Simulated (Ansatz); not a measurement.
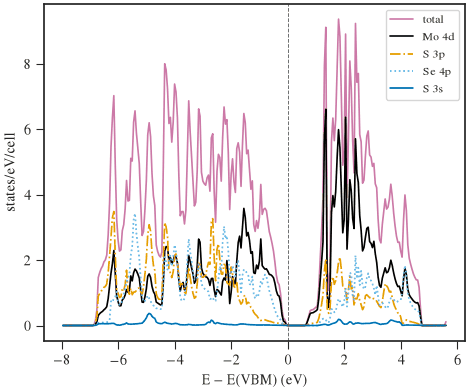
Total and projected density of states of MoSeS in space group P-6m2 (No. 187; Mo on 1a, Mo on 1d, Se on 2g, S on 2h), r²SCAN+D4 (plane waves, PAW; program Ansatz)

**Question.** Which orbitals carry the states next to the gap?

**Answer.** Top 1 eV of the valence band: Mo 4d 58 %, Se 4p 34 %. Bottom 1 eV of the conduction band: Mo 4d 68 %, S 3p 23 %. Projections are on Löwdin-orthogonalised atomic valence shells; empty p or d shells of many metals are not among them.

**Question.** Where is the tallest occupied peak in this window, and what makes it?

**Answer.** Near -4.3 eV, about 8.0 states/eV per cell; the largest projected share is S 3p.

The first step of the workflow began from a Materials Project structure, measured or hypothetical; the Crystallography Open Database copy checked does not list it. With Se and S taken as one species the cell has the higher symmetry P6_3/mmc, so it may be an ordered model of a mixed-site phase. Whether it is the stable phase at ambient conditions was not checked. The r²SCAN+D4 relaxation kept the symmetry of its start; its stability against distortions is not shown here. No spin polarisation was allowed. Scalar-relativistic: spin–orbit coupling is off unless named, which matters more the heavier the elements.

Potentials: the later of the program's two PAW sets.
